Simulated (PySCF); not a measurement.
```tsv
atom	x (Å)	y (Å)	z (Å)
Cl	2.4320	-2.3609	0.7252
B	2.0993	-0.6824	0.5880
Cl	3.3721	0.4259	0.4015
C	0.5641	-0.1934	0.6162
C	-0.2284	-0.7228	-0.5986
C	-1.6420	-0.1438	-0.5588
O	-1.6224	1.2645	-0.4553
B	-0.5756	1.8754	0.1386
O	0.4850	1.2291	0.6744
H	0.0682	-0.5824	1.5219
H	0.2643	-0.3869	-1.5136
H	-0.2565	-1.8114	-0.5831
H	-2.1959	-0.5513	0.2968
H	-2.1844	-0.3923	-1.4775
H	-0.5841	3.0406	0.2022
```

Geometry: GFN2-xTB.

These are results of PBE0/pcSseg-1, SCF density, gas phase, non-relativistic in PySCF, not measurements.

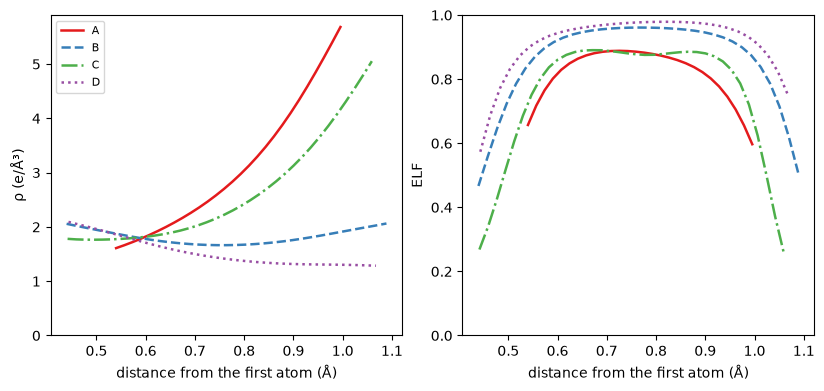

C3H6B2Cl2O2. Electron density and electron localisation function along straight lines between neighbouring atoms. The curves leave out the atomic cores.

Which curve belongs to which contact (B–O, C–B, C–C and C–O)? The first atom named is at distance zero.

Curve A: B–O (1.35 Å): ρ at the midpoint is about 2.2 e/Å³; the ELF peaks at about 0.90 between the atoms: a polar covalent bond. Curve B: C–C (1.53 Å): ρ at the midpoint is about 1.7 e/Å³; the ELF peaks at about 0.95 between the atoms (localised, covalent bonding). Curve C: C–O (1.41 Å): ρ is about 2 e/Å³ halfway, with its minimum of 1.8 e/Å³ about 0.5 Å from C; the ELF peaks at about 0.90 between the atoms (a polar covalent bond). Curve D: C–B (1.61 Å): the density is about 1.4 e/Å³ at the midpoint; the ELF peaks at about 1 between the atoms, as expected for localised, covalent bonding.
